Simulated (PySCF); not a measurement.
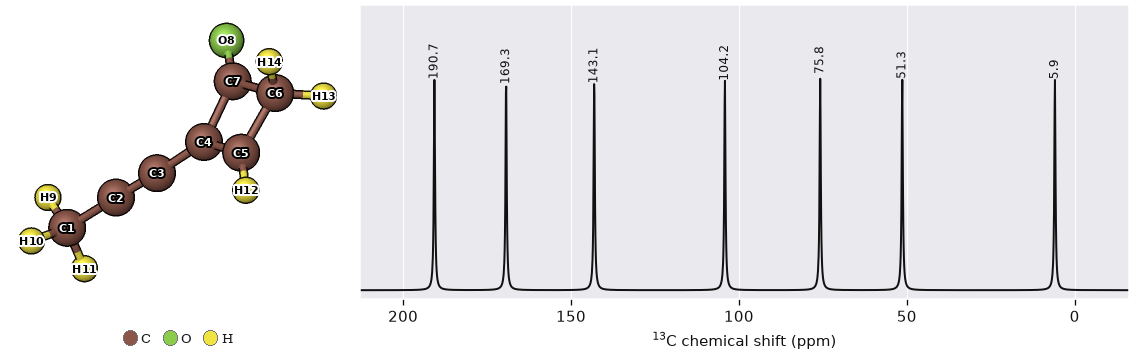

Spectrum and numbered structure of C₇H₆O, SMILES CC#CC1=CCC1=O. GIAO shifts, PBE0/pcSseg-1 in PySCF 2.14.0, at a GFN2-xTB geometry (no frequency check), against TMS for ¹³C computed at the same level. Gas phase, fully decoupled, line heights follow the number of nuclei, widths are arbitrary (no quadrupolar broadening); values of one conformer, averaged over methyl-type rotors and exact or near symmetry.

Q: Which atoms give which ¹³C line?

A:
```
δ (ppm)  nuclei  atoms
  190.7       1     C7
  169.3       1     C5
  143.1       1     C4
  104.2       1     C2
   75.8       1     C3
   51.3       1     C6
    5.9       1     C1
```

Note: the tight-binding geometry is rougher than a DFT one and adds to the error.
